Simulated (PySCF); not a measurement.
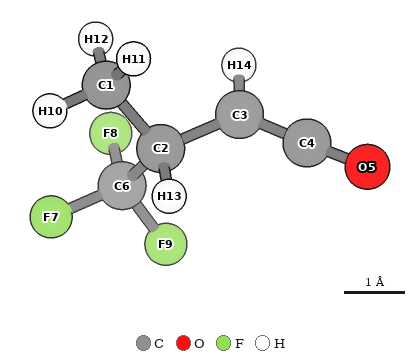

Figure 1. The structure as given in the input (ball-and-stick view, seen at a tilt; atoms are numbered from 1 in the order of the input). Bond lengths as drawn: C–C 1.30 to 1.53 Å, C–F 1.34 Å, C–H 1.08 to 1.09 Å and C–O 1.16 Å.

Spin–spin coupling calculation, with input and output: C5H5F3O

The run: spin–spin coupling calculation of C5H5F3O, SMILES C[C@H](C=C=O)C(F)(F)F. Method and program: B3LYP/pcJ-1 indirect spin-spin coupling, non-relativistic, gas phase (PySCF 2.14.0).

The geometry comes from this level: GFN2-xTB. It belongs to a series of runs on one base structure; here: constitutional isomer. Figures and captions count atoms from 1; the log counts them from 0 in places.

The program's output:
```
coarse grid: 12880 points
cycle   1  E = -567.9819144449  dE =  1.459e+00  |g| = 1.137e+00  |ddm| = 3.264e+00
cycle   2  E = -567.4697706176  dE =  5.121e-01  |g| = 2.104e+00  |ddm| = 1.767e+00
cycle   3  E = -568.1676555900  dE = -6.979e-01  |g| = 4.039e-01  |ddm| = 1.321e+00
cycle   4  E = -568.1998308448  dE = -3.218e-02  |g| = 9.836e-02  |ddm| = 3.065e-01
cycle   5  E = -568.2015073754  dE = -1.677e-03  |g| = 2.329e-02  |ddm| = 7.350e-02
cycle   6  E = -568.2016218880  dE = -1.145e-04  |g| = 5.943e-03  |ddm| = 2.094e-02
cycle   7  E = -568.2016291975  dE = -7.310e-06  |g| = 1.914e-03  |ddm| = 5.290e-03
final grid: 128920 points
cycle   8  E = -568.2913154401  dE = -2.308e-04  |g| = 9.834e-03  |ddm| = 2.775e-02
cycle   9  E = -568.2912748267  dE =  4.061e-05  |g| = 1.781e-02  |ddm| = 1.498e-02
cycle  10  E = -568.2913288480  dE = -5.402e-05  |g| = 3.408e-03  |ddm| = 1.145e-02
cycle  11  E = -568.2913309971  dE = -2.149e-06  |g| = 8.235e-04  |ddm| = 2.605e-03
cycle  12  E = -568.2913311008  dE = -1.037e-07  |g| = 2.235e-04  |ddm| = 5.084e-04
cycle  13  E = -568.2913311100  dE = -9.171e-09  |g| = 3.223e-05  |ddm| = 1.469e-04
cycle  14  E = -568.2913311101  dE = -1.598e-10  |g| = 1.220e-05  |ddm| = 2.925e-05
```

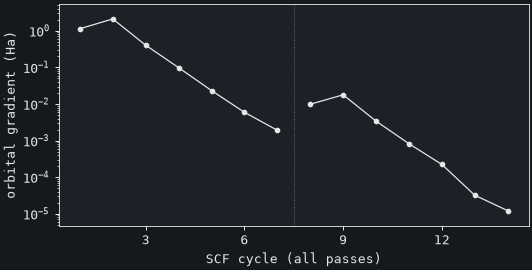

Figure 2. Convergence of the self-consistent field: orbital gradient against the SCF cycle. The dotted line marks the change from a coarse to the final integration grid. The first 7 cycles use a coarse grid, the final grid takes over at cycle 8, and the field converges after 14 cycles in all.

```
converged SCF energy = -568.2913311101

Indirect spin-spin couplings (Hz)
  i      j    bonds     total        FC       PSO       DSO        SD
  0 C    6 F    3     -0.201     0.435    -0.650     0.099    -0.085
  0 C    7 F    3      1.105     1.603    -0.508     0.079    -0.069
  0 C    8 F    3      2.740     1.771     0.769    -0.332     0.531
  0 C    9 H    1    133.694   131.965     0.948     0.781         -
  0 C   10 H    1    138.234   136.546     0.957     0.731         -
  0 C   11 H    1    136.364   134.637     0.919     0.808         -
  0 C   12 H    2     -3.524    -3.535     0.048    -0.036         -
  0 C   13 H    3      3.199     3.166    -0.044     0.076         -
  1 C    6 F    2     30.424    33.091    -3.534     0.130     0.737
  1 C    7 F    2     27.889    29.095    -2.621     0.129     1.285
  1 C    8 F    2     27.212    30.045    -3.997     0.136     1.028
  1 C    9 H    2     -2.559    -2.602    -0.021     0.064         -
  1 C   10 H    2     -4.004    -4.050     0.000     0.046         -
  1 C   11 H    2     -4.727    -4.755    -0.043     0.071         -
  1 C   12 H    1    140.002   138.491     0.180     1.331         -
  1 C   13 H    2     -4.477    -4.578     0.103    -0.001         -
  2 C    6 F    3      5.227     4.367     0.665    -0.279     0.474
  2 C    7 F    3      1.408     1.790    -0.545     0.200    -0.037
  2 C    8 F    3     -0.482    -0.038    -0.733     0.182     0.108
  2 C    9 H    3     12.848    12.875     0.311    -0.338         -
  2 C   10 H    3      2.266     2.257    -0.158     0.167         -
  2 C   11 H    3      4.016     3.980    -0.147     0.184         -
  2 C   12 H    2     -4.796    -4.826    -0.046     0.075         -
  2 C   13 H    1    181.136   179.042     0.945     1.149         -
  3 C    6 F    4      1.559     0.896     0.642    -0.206     0.227
  3 C    7 F    4      0.349    -0.220     0.665    -0.097     0.001
  3 C    8 F    4     -0.319    -0.005    -0.363     0.161    -0.112
  3 C    9 H    4      1.429     1.417     0.254    -0.242         -
  3 C   10 H    4     -0.208    -0.187    -0.070     0.049         -
  3 C   12 H    3      5.424     5.515    -0.426     0.334         -
  3 C   13 H    2      4.582     5.568    -0.792    -0.194         -
  4 O    6 F    5     -1.216    -0.289    -0.648     0.128    -0.407
  4 O    7 F    5     -0.657    -0.045    -0.865     0.120     0.132
  4 O    8 F    5      0.312    -0.002     0.190     0.033     0.092
  4 O    9 H    5     -0.240    -0.259    -0.125     0.143         -
  4 O   12 H    4      0.175     0.050     0.091     0.034         -
  4 O   13 H    3     -1.564    -2.085     0.230     0.290         -
  5 C    6 F    1   -348.648  -324.159   -35.272     1.457     9.325
  5 C    7 F    1   -344.416  -318.799   -36.134     1.479     9.038
  5 C    8 F    1   -343.252  -316.992   -36.855     1.466     9.128
  5 C    9 H    3      1.446     1.463    -0.320     0.303         -
  5 C   10 H    3     11.776    11.723     0.269    -0.217         -
  5 C   11 H    3      2.871     2.871    -0.315     0.315         -
  5 C   12 H    2     -6.126    -6.163    -0.462     0.499         -
  5 C   13 H    3      2.018     2.047    -0.275     0.246         -
  6 F    7 F    2     65.068    49.051   -33.162    -0.210    49.390
  6 F    8 F    2     65.409    50.016   -32.667    -0.238    48.299
  6 F    9 H    4      2.382     2.958    -1.804     1.464    -0.236
  6 F   10 H    4      0.888     0.998     1.169    -1.154    -0.125
  6 F   12 H    3     -0.234    -0.442     0.372     0.308    -0.473
  6 F   13 H    4     -0.929    -0.811     1.162    -1.328     0.048
  7 F    8 F    2     70.481    49.419   -28.673    -0.189    49.924
  7 F    9 H    4      0.190    -0.192     0.975    -0.362    -0.231
  7 F   11 H    4      1.264     1.431    -1.354     1.423    -0.236
  7 F   12 H    3     16.998    17.497     1.350    -1.964     0.116
  7 F   13 H    4      0.811     0.819    -1.190     1.301    -0.119
  8 F    9 H    4     -1.395    -0.950     0.895    -1.287    -0.054
  8 F   10 H    4      4.443     4.230     1.454    -1.408     0.167
  8 F   11 H    4     -1.117    -0.791     1.054    -1.353    -0.026
  8 F   12 H    3      1.763     1.667     0.141     0.450    -0.495
  9 H   10 H    2    -14.129   -14.257     2.522    -2.395         -
  9 H   11 H    2    -13.409   -13.589     2.315    -2.135         -
  9 H   12 H    3      4.034     4.044    -0.138     0.128         -
 10 H   11 H    2    -14.052   -14.198     2.459    -2.313         -
 10 H   12 H    3      3.976     4.002     0.064    -0.090         -
 10 H   13 H    4     -0.263    -0.215     0.155    -0.203         -
 11 H   12 H    3     14.812    14.851     2.442    -2.480         -
 12 H   13 H    3     12.159    12.109     2.548    -2.499         -
```

The run was set up as follows.

The input:
```
{"job": {"kind": "j", "xc": "B3LYP", "basis": "pcJ-1"}, "charge": 0, "multiplicity": 1}
C     -0.616728     1.434474     0.224629
C     -0.051388     0.019912     0.347581
C      1.235124    -0.132693    -0.424845
C      2.331573    -0.603434     0.078608
O      3.325917    -0.996740     0.526837
C     -1.068880    -0.987604    -0.190249
F     -2.248155    -0.907093     0.445727
F     -1.326275    -0.811441    -1.494002
F     -0.647907    -2.253429    -0.050306
H     -1.540394     1.523090     0.791664
H      0.103671     2.149967     0.610736
H     -0.821611     1.669922    -0.817362
H      0.111176    -0.236411     1.398694
H      1.213199     0.131007    -1.469877
```

The first line tells a small driver script what to run in PySCF; the rest is the geometry in Å.

Command:
```bash
OMP_NUM_THREADS=1 python <driver script> task.json out
```

Key numbers:

- outcome: converged
- total energy: −568.291331 hartree
- HOMO: −7.02 eV
- LUMO: −1.58 eV
- dipole moment: 2.13 D
- hardware: 1 CPU thread, shared host
- wall time: 2.2 min
- peak memory: 1.2 GiB
